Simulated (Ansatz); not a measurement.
## Run report: LiSc₁₂, nudged elastic band (part 3 of 3)

LiSc₁₂ (slab, 13 atoms in the cell); DFT LDA, scalar-relativistic, plane waves, PAW, no spin polarisation (Ansatz 0.2.0); cutoff 420 eV, 3×3×1 k-mesh, Fermi–Dirac smearing of 0.1 eV. The input holds or restrains some coordinates. It belongs to a series of runs on one base structure; here: band between the two ends.

Geometry of the input (Å; fractional positions):
```
6.6200  0.0000  0.0000
3.3100  5.7331  0.0000
0.0000  0.0000  17.2761
Sc 0.0000  0.0000  0.0579
Sc 0.5000  0.0000  0.0579
Sc -0.0000  0.5000  0.0579
Sc 0.5000  0.5000  0.0579
Sc -0.1667  0.3334  0.1962
Sc 0.3344  0.3312  0.1958
Sc -0.1688  0.8344  0.1957
Sc 0.3344  0.8344  0.1958
Sc 0.0047  -0.0094  0.3340
Sc 0.5002  -0.0000  0.3399
Sc 0.0047  0.5048  0.3341
Sc 0.4905  0.5048  0.3341
Li 0.1657  0.6674  0.4831
```

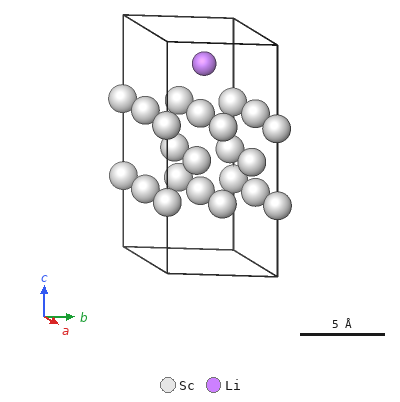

The input geometry (spheres-only view of the cell of the calculation, with the vacuum cut short, seen slightly off an axis). An atom can appear more than once, as a periodic image.

The last band as extended XYZ (Å, eV, eV/Å):
```
13
Lattice="6.6200 0.0000 0.0000 3.3100 5.7331 0.0000 0.0000 0.0000 17.2761" Properties=species:S:1:pos:R:3:forces:R:3 image=0 energy=-25263.71872
Sc    0.0000    0.0000    1.0000    0.0004   0.0249   0.0072
Sc    3.3100    0.0000    1.0000    0.0000   0.0001  -0.0205
Sc    1.6550    2.8665    1.0000   -0.0212  -0.0124   0.0071
Sc    4.9650    2.8665    1.0000    0.0217  -0.0123   0.0069
Sc    0.0000    1.9113    3.3888   -0.0002   0.0000  -0.0016
Sc    3.3105    1.8990    3.3822   -0.0006  -0.0009  -0.0020
Sc    1.6446    4.7838    3.3817   -0.0005   0.0000  -0.0019
Sc    4.9758    4.7835    3.3822    0.0008   0.0009  -0.0023
Sc   -0.0002   -0.0538    5.7706    0.0016   0.0010   0.0016
Sc    3.3114   -0.0001    5.8725   -0.0027   0.0004   0.0011
Sc    1.7020    2.8942    5.7712   -0.0004  -0.0015   0.0009
Sc    4.9182    2.8939    5.7724    0.0008   0.0000   0.0010
Li    3.3062    3.8264    8.3460    0.0002  -0.0003   0.0026
13
Lattice="6.6200 0.0000 0.0000 3.3100 5.7331 0.0000 0.0000 0.0000 17.2761" Properties=species:S:1:pos:R:3:forces:R:3 image=1 energy=-25263.70635
Sc    0.0000    0.0000    1.0000   -0.0067   0.0291   0.0086
Sc    3.3100    0.0000    1.0000    0.0066   0.0047  -0.0162
Sc    1.6550    2.8665    1.0000   -0.0077  -0.0037  -0.0029
Sc    4.9650    2.8665    1.0000    0.0208  -0.0183   0.0075
Sc    0.0232    1.9265    3.3851    0.0002  -0.0003   0.0038
Sc    3.3016    1.9046    3.3954   -0.0010  -0.0007  -0.0004
Sc    1.6436    4.7744    3.3939   -0.0004   0.0007  -0.0016
Sc    4.9789    4.7860    3.3583    0.0002  -0.0002   0.0030
Sc    0.0281   -0.0308    5.7304    0.0021  -0.0004   0.0056
Sc    3.2796   -0.0162    5.8673   -0.0023  -0.0002   0.0004
Sc    1.7234    2.9090    5.8598   -0.0010  -0.0026  -0.0019
Sc    4.9501    2.9107    5.7368    0.0005   0.0005  -0.0037
Li    3.9128    4.1874    8.3437   -0.0116  -0.0086  -0.0022
13
Lattice="6.6200 0.0000 0.0000 3.3100 5.7331 0.0000 0.0000 0.0000 17.2761" Properties=species:S:1:pos:R:3:forces:R:3 image=2 energy=-25263.71429
Sc    0.0000    0.0000    1.0000   -0.0233   0.0170   0.0068
Sc    3.3100    0.0000    1.0000    0.0082   0.0040  -0.0058
Sc    1.6550    2.8665    1.0000   -0.0077  -0.0030  -0.0058
Sc    4.9650    2.8665    1.0000    0.0031  -0.0257   0.0034
Sc    0.0195    1.9245    3.3870    0.0003  -0.0006   0.0014
Sc    3.2877    1.9090    3.3992   -0.0013   0.0002   0.0051
Sc    1.6405    4.7593    3.3990   -0.0016   0.0012  -0.0066
Sc    4.9665    4.7787    3.3481    0.0003  -0.0015   0.0006
Sc    0.0313   -0.0332    5.7307   -0.0002   0.0018   0.0098
Sc    3.2414   -0.0374    5.8241   -0.0007  -0.0010  -0.0006
Sc    1.6787    2.8814    5.8950   -0.0059  -0.0037  -0.0028
Sc    4.9497    2.9144    5.7399    0.0016  -0.0008  -0.0040
Li    4.5252    4.5502    8.3335    0.0271   0.0119  -0.0016
13
Lattice="6.6200 0.0000 0.0000 3.3100 5.7331 0.0000 0.0000 0.0000 17.2761" Properties=species:S:1:pos:R:3:forces:R:3 image=3 energy=-25263.71981
Sc    0.0000    0.0000    1.0000   -0.0111   0.0031  -0.0033
Sc    3.3100    0.0000    1.0000    0.0252   0.0100   0.0046
Sc    1.6550    2.8665    1.0000    0.0069  -0.0047  -0.0083
Sc    4.9650    2.8665    1.0000    0.0007  -0.0283   0.0012
Sc    0.0251    1.9100    3.3976   -0.0041   0.0001   0.0086
Sc    3.2914    1.9198    3.3883    0.0029   0.0007   0.0086
Sc    1.6670    4.7531    3.4000   -0.0010   0.0064  -0.0082
Sc    4.9658    4.7757    3.3458    0.0016  -0.0037   0.0049
Sc    0.0709   -0.0431    5.8037   -0.0119   0.0057  -0.0098
Sc    3.2724   -0.0391    5.7416    0.0084   0.0059   0.0037
Sc    1.6452    2.8688    5.8999    0.0056  -0.0015  -0.0077
Sc    4.9780    2.9138    5.7435   -0.0019  -0.0074  -0.0088
Li    5.2265    4.6236    8.3228   -0.0212   0.0137   0.0144
13
Lattice="6.6200 0.0000 0.0000 3.3100 5.7331 0.0000 0.0000 0.0000 17.2761" Properties=species:S:1:pos:R:3:forces:R:3 image=4 energy=-25263.70490
Sc    0.0000    0.0000    1.0000   -0.0058   0.0026  -0.0144
Sc    3.3100    0.0000    1.0000    0.0134   0.0257   0.0078
Sc    1.6550    2.8665    1.0000    0.0082  -0.0043  -0.0046
Sc    4.9650    2.8665    1.0000   -0.0154  -0.0228   0.0062
Sc    0.0144    1.9032    3.3964   -0.0010   0.0022   0.0036
Sc    3.2863    1.9254    3.3845    0.0022  -0.0008   0.0045
Sc    1.6691    4.7689    3.3970    0.0007   0.0015  -0.0050
Sc    4.9557    4.7837    3.3539   -0.0016  -0.0032   0.0065
Sc    0.0476   -0.0263    5.8603   -0.0014  -0.0013   0.0024
Sc    3.2815   -0.0330    5.7286    0.0010   0.0006   0.0022
Sc    1.5965    2.9008    5.8738   -0.0003   0.0001   0.0012
Sc    4.9803    2.9087    5.7320   -0.0008  -0.0009  -0.0113
Li    5.8454    4.2731    8.3398    0.0006   0.0007   0.0009
13
Lattice="6.6200 0.0000 0.0000 3.3100 5.7331 0.0000 0.0000 0.0000 17.2761" Properties=species:S:1:pos:R:3:forces:R:3 image=5 energy=-25263.71153
Sc    0.0000    0.0000    1.0000   -0.0053   0.0034  -0.0180
Sc    3.3100    0.0000    1.0000    0.0025   0.0290   0.0081
Sc    1.6550    2.8665    1.0000    0.0104  -0.0061   0.0008
Sc    4.9650    2.8665    1.0000   -0.0235  -0.0161   0.0080
Sc    0.0042    1.9027    3.3912    0.0002  -0.0010  -0.0027
Sc    3.2917    1.9222    3.3867    0.0010  -0.0003   0.0029
Sc    1.6647    4.7782    3.3905    0.0010   0.0009  -0.0015
Sc    4.9506    4.7861    3.3654   -0.0027   0.0005   0.0027
Sc    0.0163   -0.0090    5.8709   -0.0027   0.0014   0.0015
Sc    3.2874   -0.0374    5.7430    0.0008  -0.0011   0.0020
Sc    1.5869    2.9066    5.8324   -0.0023   0.0011   0.0003
Sc    4.9869    2.9059    5.7456    0.0000  -0.0007  -0.0053
Li    6.2332    4.0491    8.3455    0.0204  -0.0111   0.0012
13
Lattice="6.6200 0.0000 0.0000 3.3100 5.7331 0.0000 0.0000 0.0000 17.2761" Properties=species:S:1:pos:R:3:forces:R:3 image=6 energy=-25263.71872
Sc    0.0000    0.0000    1.0000    0.0000   0.0001  -0.0205
Sc    3.3100    0.0000    1.0000    0.0004   0.0249   0.0072
Sc    1.6550    2.8665    1.0000    0.0217  -0.0123   0.0069
Sc    4.9650    2.8665    1.0000   -0.0212  -0.0124   0.0071
Sc    0.0005    1.8990    3.3822   -0.0006  -0.0009  -0.0021
Sc    3.3100    1.9113    3.3888   -0.0002   0.0000  -0.0016
Sc    1.6658    4.7835    3.3822    0.0008   0.0009  -0.0023
Sc    4.9546    4.7838    3.3817   -0.0005   0.0000  -0.0019
Sc    0.0014   -0.0001    5.8725   -0.0027   0.0003   0.0011
Sc    3.3098   -0.0538    5.7706    0.0016   0.0010   0.0016
Sc    1.6082    2.8939    5.7724    0.0008   0.0001   0.0010
Sc    5.0120    2.8942    5.7712   -0.0004  -0.0015   0.0009
Li    6.6162    3.8264    8.3460    0.0002  -0.0003   0.0026
```
